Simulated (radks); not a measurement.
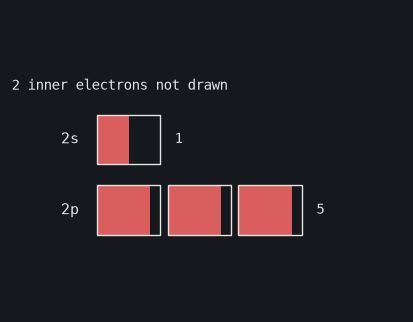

*The outer shells as the input fills them: a box for each of the 2l + 1 orbitals, shaded by the share of the shell that is filled, with the electron count at the right.*

# Run report: O, atomic calculation

System: a free O atom in the configuration [He] 2s1 2p5.
Method: scalar-relativistic Kohn-Sham, PBEsol, spin-unpolarised, spherical densities, finite nucleus (the in-house radial solver radks).

### The program's output
```
1s      1   2.0000         -18.86943141
2s      1   1.0000          -0.89202774
2p      1   5.0000          -0.34541290
Etot -74.20295304657856
Ekin 74.06277402614229
Encl -176.5432457947364
Eh 36.219635565233446
Exc -7.942116843217888
err 5.5138759577635826e-11
it 14
```

### Orbitals

| orbital | occupation | energy (eV) | ⟨r⟩ (bohr) | outer maximum (bohr) |
| --- | --- | --- | --- | --- |
| 1s | 2 | −513.463 | 0.1999 | 0.129 |
| 2s | 1 | −24.273 | 1.141 | 0.873 |
| 2p | 5 | −9.399 | 1.258 | 0.819 |

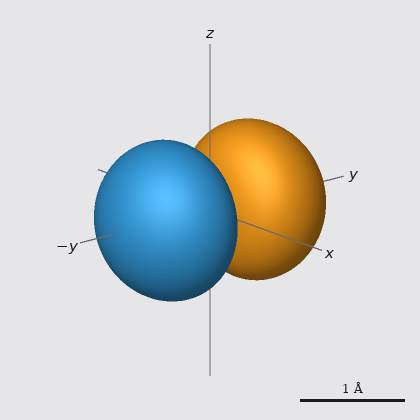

*The 2p(y) orbital. The radial function comes from the spherical calculation and is multiplied by a real spherical harmonic; the overall sign is chosen so that the largest lobe of P(r) is positive; at the scalar-relativistic level it is the large component. The surface of constant |ψ| that holds about 85 % of the electron is drawn, orange where ψ is positive and blue where it is negative.*

It has the nodal plane xz and no radial node. The maximum of P² lies at 0.819 bohr, ⟨r⟩ = 1.26 bohr, 90 % of the charge lies within 2.20 bohr, and the eigenvalue is −9.40 eV, with 5 electrons in the shell.

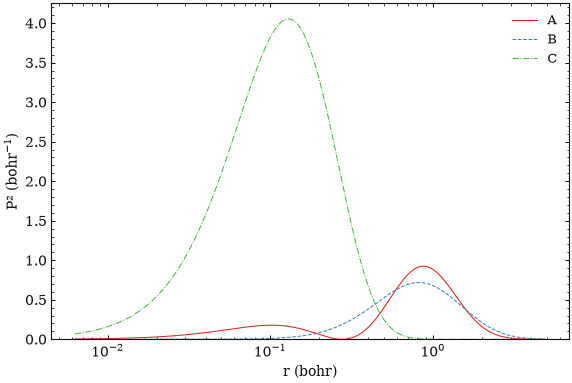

*The radial probability densities P² of 2s, 1s and 2p.*

A is 2s; B is 2p; C is 1s. 1s: outer maximum at 0.129 bohr, ⟨r⟩ = 0.200 bohr, 0 nodes, eigenvalue −513.5 eV; 2s: outer maximum at 0.873 bohr, ⟨r⟩ = 1.14 bohr, 1 node, eigenvalue −24.3 eV; 2p: outer maximum at 0.819 bohr, ⟨r⟩ = 1.26 bohr, 0 nodes, eigenvalue −9.40 eV.

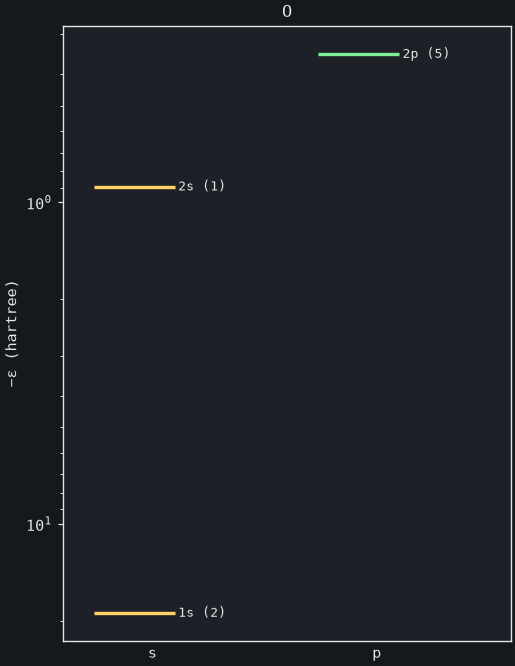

*All occupied levels, on a logarithmic scale of binding energy, are drawn by angular momentum (occupations in brackets).*

The highest occupied level is 2p at −0.345 hartree. From the top down the occupied levels run 2p (−0.345 hartree), 2s (−0.892 hartree), 1s (−18.87 hartree).

### Input
```
Z 8
configuration [He] 2s1 2p5
relativity scalar-relativistic
functional pbe_sol,pbe_sol
spin unpolarised
nucleus finite rms 2.6991 fm
c 137.035999084
```

Energies in input and log are in hartree, lengths in bohr (the nuclear radius in fm).

### Key numbers

```tsv
quantity	value
outcome	converged
total energy	−74.202953 hartree
kinetic energy	74.062774 hartree
electron–nucleus energy	−176.543246 hartree
Hartree energy	36.219636 hartree
exchange–correlation energy	−7.942117 hartree
radius at density 0.001 e/bohr³	3.33 bohr
SCF iterations	14
hardware	1 CPU thread, shared host
```
